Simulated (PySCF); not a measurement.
## Two runs on C$_{2}$H$_{8}$O$_{2}$Si

System: C$_{2}$H$_{8}$O$_{2}$Si.
Method of run A: TDDFT PBE0/def2-SVP, vertical, gas phase, core orbitals frozen in the response (PySCF 2.14.0).

The geometry comes from this level: PBE0-D3(BJ)/def2-SVP. Text and figures count atoms from 1; the logs count them from 0 in places.

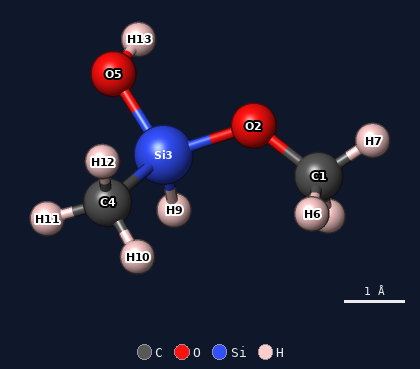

Fig. 1: The input geometry (ball-and-stick view, seen at a tilt; atoms are numbered from 1 in the order of the input).

**The input, run A**
```
{"job": {"kind": "uv", "xc": "PBE0", "basis": "def2-SVP"}, "charge": 0, "multiplicity": 1}
C      1.358900    -0.972383     0.336931
O      0.712264     0.174251     0.803150
Si    -0.357455     1.090164    -0.085947
C     -2.023592     0.286212    -0.237224
O     -0.582969     2.512433     0.730053
H      0.664429    -1.825857     0.222990
H      2.133651    -1.268934     1.061299
H      1.854424    -0.808597    -0.639155
H      0.268033     1.313598    -1.431008
H     -1.954289    -0.675221    -0.769846
H     -2.722622     0.931878    -0.790587
H     -2.445842     0.097918     0.761904
H      0.211588     2.993220     0.978645
```

The first line tells a small driver script what to run in PySCF; the rest is the geometry in Å.

Launched with:
```bash
OMP_NUM_THREADS=1 python <driver script> task.json out
```

Hardware: 1 CPU thread, shared host.

**Output (run A)**
```
coarse grid: 10928 points
cycle   1  E = -520.1680565680  dE =  3.801e-01  |g| = 8.983e-01  |ddm| = 3.392e+00
cycle   2  E = -519.9826965650  dE =  1.854e-01  |g| = 1.326e+00  |ddm| = 1.937e+00
cycle   3  E = -520.3227946030  dE = -3.401e-01  |g| = 8.694e-02  |ddm| = 1.277e+00
cycle   4  E = -520.3241587375  dE = -1.364e-03  |g| = 4.022e-02  |ddm| = 1.021e-01
cycle   5  E = -520.3245612646  dE = -4.025e-04  |g| = 6.791e-03  |ddm| = 3.945e-02
cycle   6  E = -520.3245686028  dE = -7.338e-06  |g| = 3.505e-03  |ddm| = 7.872e-03
cycle   7  E = -520.3245709697  dE = -2.367e-06  |g| = 3.772e-04  |ddm| = 3.056e-03
final grid: 99736 points
cycle   8  E = -520.4021789730  dE = -1.382e-05  |g| = 9.161e-03  |ddm| = 1.918e-02
cycle   9  E = -520.4021637396  dE =  1.523e-05  |g| = 1.275e-02  |ddm| = 1.603e-02
cycle  10  E = -520.4021965538  dE = -3.281e-05  |g| = 9.259e-04  |ddm| = 9.607e-03
cycle  11  E = -520.4021967477  dE = -1.939e-07  |g| = 9.247e-05  |ddm| = 9.279e-04
cycle  12  E = -520.4021967489  dE = -1.293e-09  |g| = 5.654e-05  |ddm| = 1.165e-04
cycle  13  E = -520.4021967495  dE = -5.696e-10  |g| = 1.477e-05  |ddm| = 5.101e-05
converged SCF energy = -520.4021967495

Static polarisability (au): isotropic 48.729, principal 43.827 49.037 53.324

Singlet excitations
state   eV       nm        f      main configurations
  1   7.9855    155.3   0.00368   H->L 0.90
  2   8.2130    151.0   0.00035   H->L+1 0.78, H->L+2 0.10
  3   8.6885    142.7   0.03905   H->L+2 0.78, H->L+1 0.12
  4   8.7157    142.3   0.02058   H-1->L 0.41, H-2->L 0.34, H-2->L+1 0.10
  5   8.8971    139.4   0.01757   H-1->L+1 0.40, H-1->L 0.30, H-2->L 0.22
  6   9.0781    136.6   0.00726   H-1->L+1 0.42, H-2->L 0.24, H-1->L 0.17
  7   9.2760    133.7   0.07237   H-2->L+1 0.39, H->L+3 0.35
  8   9.3583    132.5   0.06900   H->L+3 0.51, H-2->L+1 0.20
  9   9.4745    130.9   0.01081   H-3->L 0.52, H-1->L+2 0.18, H-3->L+1 0.09
 10   9.5427    129.9   0.06972   H-1->L+2 0.61, H-3->L 0.15, H-1->L+1 0.09

Triplet excitations (Tamm-Dancoff, eV): 7.6922 7.8771 8.1995 8.3766
```

The input of run B differs as follows (lines with − go, lines with + come):
```diff
-"basis": "def2-SVP"
+"basis": "6-31G*"
```

Predict how the results change.

The total energy of run B is 147.7 kcal/mol lower, which measures the change of basis and not a stability. The HOMO goes from −7.76 to −7.67 eV. The dipole moment goes from 1.34 to 1.43 D. The lowest excitation goes from 7.99 to 7.90 eV. The strongest computed line goes from 9.28 to 9.92 eV. The number of SCF iterations is the same. The basis functions go from 114 to 90.

**Output (run B)**
```
coarse grid: 10928 points
cycle   1  E = -520.5295729879  dE =  4.123e-01  |g| = 9.074e-01  |ddm| = 3.041e+00
cycle   2  E = -520.3437421966  dE =  1.858e-01  |g| = 1.333e+00  |ddm| = 1.785e+00
cycle   3  E = -520.6891364906  dE = -3.454e-01  |g| = 9.127e-02  |ddm| = 1.162e+00
cycle   4  E = -520.6906892900  dE = -1.553e-03  |g| = 3.957e-02  |ddm| = 9.959e-02
cycle   5  E = -520.6910751732  dE = -3.859e-04  |g| = 6.880e-03  |ddm| = 3.641e-02
cycle   6  E = -520.6910827520  dE = -7.579e-06  |g| = 3.439e-03  |ddm| = 7.389e-03
cycle   7  E = -520.6910850525  dE = -2.301e-06  |g| = 3.571e-04  |ddm| = 2.811e-03
final grid: 99736 points
cycle   8  E = -520.6375675825  dE = -1.023e-05  |g| = 8.508e-03  |ddm| = 1.419e-02
cycle   9  E = -520.6375558980  dE =  1.168e-05  |g| = 1.151e-02  |ddm| = 1.416e-02
cycle  10  E = -520.6375835153  dE = -2.762e-05  |g| = 9.762e-04  |ddm| = 8.261e-03
cycle  11  E = -520.6375837220  dE = -2.067e-07  |g| = 7.026e-05  |ddm| = 8.453e-04
cycle  12  E = -520.6375837226  dE = -6.223e-10  |g| = 5.198e-05  |ddm| = 9.445e-05
cycle  13  E = -520.6375837230  dE = -4.605e-10  |g| = 1.626e-05  |ddm| = 4.525e-05
converged SCF energy = -520.6375837230

Static polarisability (au): isotropic 46.993, principal 42.157 47.278 51.544

Singlet excitations
state   eV       nm        f      main configurations
  1   7.9007    156.9   0.00453   H->L 0.95
  2   8.2247    150.7   0.00200   H->L+1 0.96
  3   8.6243    143.8   0.02118   H-2->L 0.48, H-1->L 0.40
  4   8.8755    139.7   0.01804   H-1->L 0.47, H-2->L 0.36, H->L+2 0.15
  5   9.0378    137.2   0.03861   H->L+2 0.75
  6   9.0913    136.4   0.03489   H-1->L+1 0.87
  7   9.3614    132.4   0.02283   H-2->L+1 0.56, H-3->L 0.30
  8   9.4469    131.2   0.02639   H-3->L 0.57, H-2->L+1 0.31
  9   9.8097    126.4   0.00501   H-1->L+2 0.86
 10   9.9154    125.0   0.12431   H->L+3 0.87

Triplet excitations (Tamm-Dancoff, eV): 7.6413 7.8223 8.1065 8.5165
```

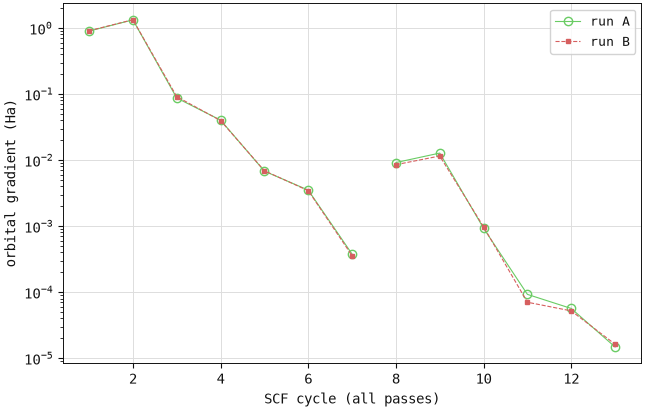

Fig. 2: Convergence of the two runs: orbital gradient against the SCF cycle. A break in a curve parts two SCF passes (coarse and final grid). Run A takes 13 cycles in all, and run B takes 13.

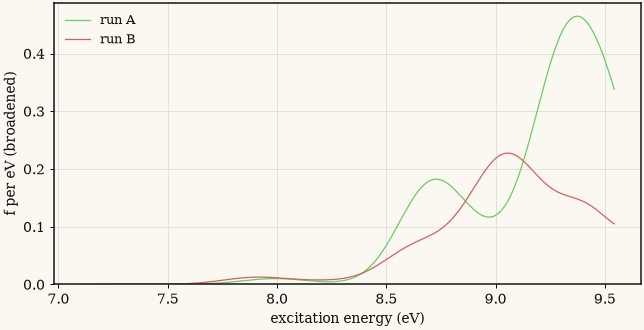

Fig. 3: Absorption of the two runs from their computed states, each broadened by a Gaussian of 0.35 eV full width; the range ends where the shorter list of states ends.

**The two runs side by side**

| quantity | run A | run B |
| --- | --- | --- |
| outcome | converged | converged |
| total energy (hartree) | −520.402197 | −520.637584 |
| HOMO (eV) | −7.76 | −7.67 |
| LUMO (eV) | 1.65 | 1.66 |
| dipole moment (D) | 1.34 | 1.43 |
| lowest excitation (eV) | 7.99 | 7.90 |
| SCF iterations | 13 | 13 |
| strongest computed line (eV) | 9.28 | 9.92 |
| basis functions | 114 | 90 |
| wall time (shared host) | 18 s | 14 s |
